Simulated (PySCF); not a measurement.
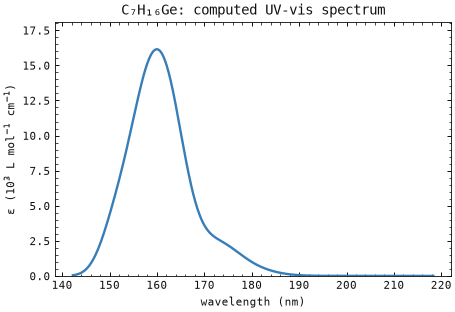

Computed absorption of C₇H₁₆Ge, SMILES CCC[C@H]1CC[CH2][GeH2]1, singlet. Vertical TDDFT excitations, PBE0/def2-SVPD, PySCF 2.14.0, at a PBE0-D3(BJ)/def2-SVP geometry (no frequency check), gas phase. The lowest 10 singlet states are shown; each is broadened by a Gaussian of 1/e half-width 0.25 eV.

Does any vertical transition fall in the visible?

Answer. No singlet lies below 3.1 eV (beyond 400 nm), so at this level no vertical transition falls in the visible.

Which of the computed transitions is the brightest, and what character does the calculation give it?

Answer. S7 at 7.86 eV (158 nm), f = 0.134, mainly HOMO−1 → LUMO+1 (67 %).

Caveats: states above the negative HOMO energy depend on the basis; one conformer of a flexible molecule; core orbitals are frozen in the response.
